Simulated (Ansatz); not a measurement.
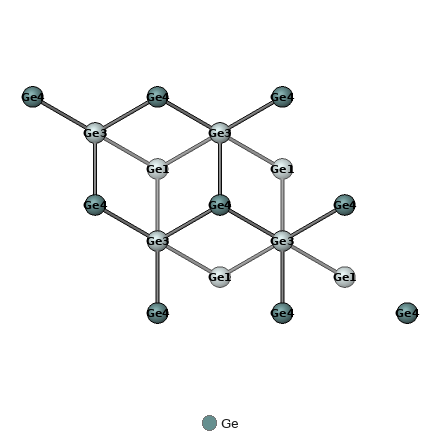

The system is Si on a Ge(111) slab cut from the Fd-3m phase, its upper half relaxed before the scan (4 atoms of substrate and one adsorbate in a 1 × 1 cell); the picture shows it without the atoms that are moved over the map. 
- Si is moved over the surface cell; relaxed at each place: the height of the adsorbate's atoms; substrate rigid; the origin of the map has the adsorbate above Ge4.
- Places are given modulo a cell vector. The map is drawn in real space over the plane of the surface.
- The scan uses a 9 × 9 grid; 19 points were computed and 62 follow by symmetry.
- All energies are given in eV relative to the lowest grid point.
- At some places the adsorbate sinks to or below the level of the top layer. With one adsorbate in each 1 × 1 cell, its nearest image is 4.1 Å away, so neighbouring adsorbates interact.
- These are results of DFT PBE, scalar-relativistic, plane waves, PAW (Ansatz), not measurements. Settings: cutoff 420 eV, k-mesh 9×9×1, gaussian smearing 0.1 eV, no spin polarisation.

Range: position of Si5 along the first surface vector from 0.000 to 0.889; position of Si5 along the second surface vector from 0.000 to 0.889.

**What landscape does the calculation give?**

The lowest grid point is at a place at or below the level of the top layer, (6/9, 3/9) of the cell vectors. The highest grid point, (3/9, 1/9) of the cell vectors [nearest 1 Ge at 2.40 Å], lies 0.511 eV above the lowest. At the lowest point the adsorbate has 4 Ge at 2.54 Å as nearest neighbours, at the highest 1 Ge at 2.40 Å. Its relaxed height above the top atom is −1.75 Å at the lowest and 2.08 Å at the highest point.

```tsv
second ↓, first →	0/9	1/9	2/9	3/9	4/9	5/9	6/9	7/9	8/9
8/9	0.418	0.436	0.428	0.345	0.334	0.345	0.428	0.436	0.418
7/9	0.458	0.428	0.333	0.303	0.303	0.333	0.428	0.458	0.461
6/9	0.453	0.345	0.303	0.303	0.303	0.345	0.453	0.511	0.511
5/9	0.367	0.334	0.303	0.303	0.334	0.367	0.448	0.511	0.448
4/9	0.367	0.345	0.333	0.345	0.367	0.349	0.275	0.275	0.349
3/9	0.453	0.428	0.428	0.453	0.448	0.275	0.000	0.275	0.448
2/9	0.458	0.436	0.458	0.511	0.511	0.275	0.275	0.511	0.511
1/9	0.418	0.418	0.461	0.511	0.448	0.349	0.448	0.511	0.461
0/9	0.399	0.418	0.458	0.453	0.367	0.367	0.453	0.458	0.418
```

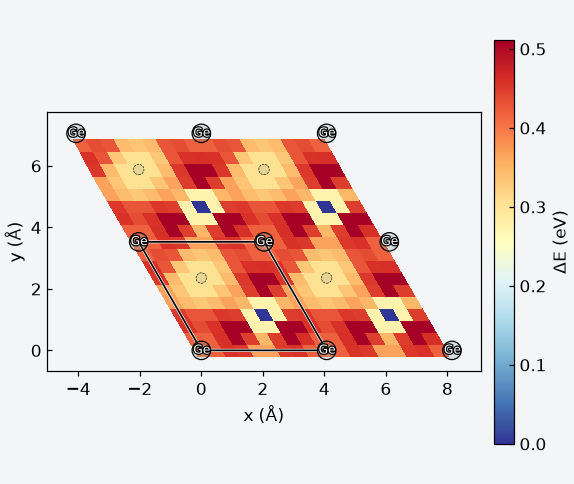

Drawn: one coloured cell a grid point, labelled circles for the atoms of the top layer and small ones for the second layer, the outline of one cell of the 2 × 2 shown.

Each point was launched as `ansatz run input.yaml --threads 2 --pin off --max-ram 6144MiB --backend cpu --events-out ev --progress --plain --runs-dir out`. Time for the 19 points that were run: 25 min on 2 threads of Arm Neoverse N1, on a shared host.

PAW datasets: the set soft_1.
